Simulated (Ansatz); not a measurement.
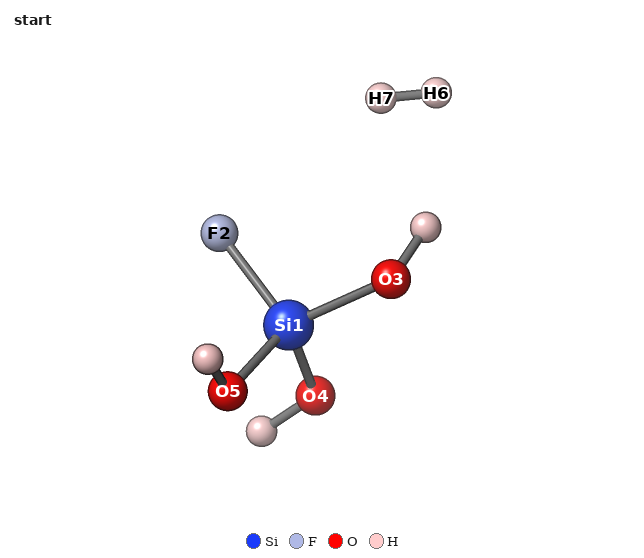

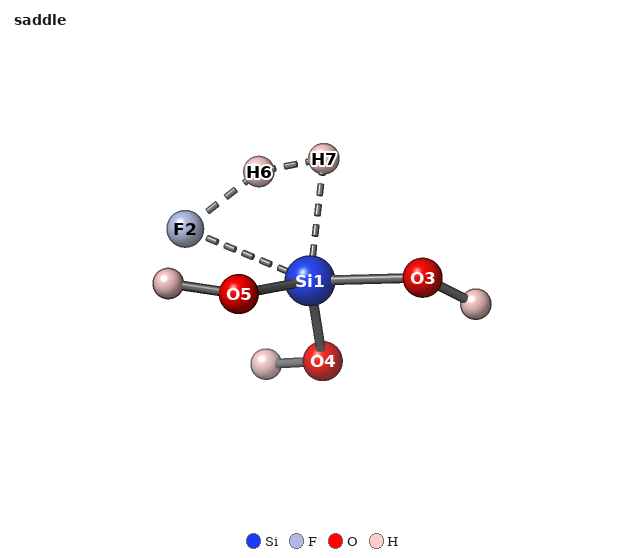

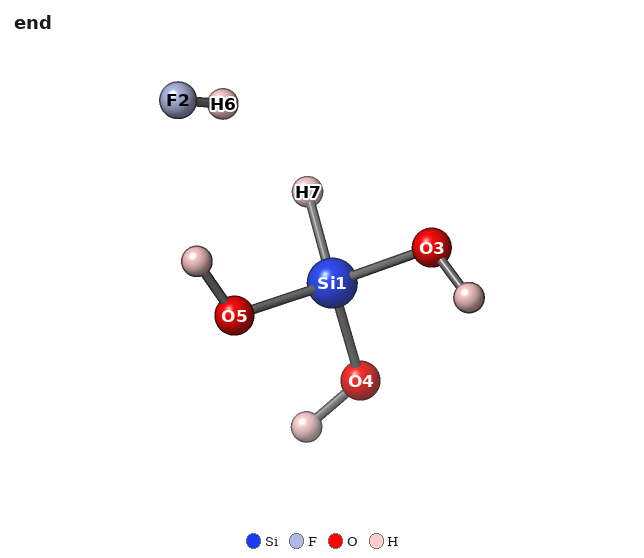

A saddle point and the two end points reached downhill from it. Broken sticks mark bonds that form or break. The species is neutral and a spin singlet. Geometries: PBE0-D4/def2-TZVP; all other levels are single points on them, and energies count from the start as drawn. Program: Ansatz 0.2.0. In CBS estimates cores are frozen, and CCSD(T) − MP2 is taken in the smaller basis.

Q: Which bonds form and which break from start to end?

A: Formed: Si1–H7, F2–H6; broken: Si1–F2, H6–H7. At the saddle point Si1···H7 is 1.69 Å, F2···H6 is 1.25 Å, Si1···F2 is 2.04 Å, H6···H7 is 0.94 Å.

Give the electronic barrier and the reaction energy from start to end in kJ/mol (no zero-point energy) with CCSD(T)/CBS (MP2 limit from def2-TZVPP and def2-QZVPP plus CCSD(T) − MP2); PBE-D4/def2-SVP; RHF-CCSD(T) (frozen core)/def2-TZVPP; r2SCAN0-D4/def2-TZVPP; SPW92 (LDA)/def2-SVP; CAM-B3LYP-D4/def2-TZVPP.

| level | barrier | reaction energy |
| --- | --- | --- |
| CCSD(T)/CBS (MP2 limit from def2-TZVPP and def2-QZVPP plus CCSD(T) − MP2) | 254.0 | +128.1 |
| PBE-D4/def2-SVP | 186.0 | +106.1 |
| RHF-CCSD(T) (frozen core)/def2-TZVPP | 255.2 | +126.0 |
| r2SCAN0-D4/def2-TZVPP | 244.1 | +130.2 |
| SPW92 (LDA)/def2-SVP | 153.7 | +103.7 |
| CAM-B3LYP-D4/def2-TZVPP | 247.4 | +127.3 |
